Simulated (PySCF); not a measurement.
C₂H₈O₂SSi₂, SMILES S[SiH2][SiH2]C(=O)OC at its GFN2-xTB optimised geometry (Å):

```
15

C      2.6899     2.0878    -0.0026
O      1.9997     0.8377     0.0000
C      0.6708     0.8377     0.0000
O     -0.0166     1.8340     0.0000
Si    -0.0319    -0.9398     0.0013
Si    -2.3161    -0.5610     0.0486
S     -3.3734    -2.4529     0.0801
H      1.9693     2.9032     0.0784
H      3.2496     2.1712    -0.9341
H      3.3734     2.0970     0.8455
H      0.5213    -1.6142    -1.1782
H      0.5488    -1.6210     1.1674
H     -2.8175     0.1563     1.2228
H     -2.8991     0.0283    -1.1516
H     -2.8851    -2.9032     1.2252
```

Computed with PBE/def2-TZVP run with PySCF 2.14.0.

Map of the log10 of the electron density (e/bohr³), floored at −4 on the plane z = 0.8 Å:

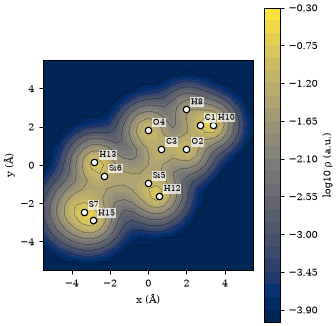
Fig. 1. Log10 of the electron density (e/bohr³), floored at −4 on the plane z = 0.8 Å.
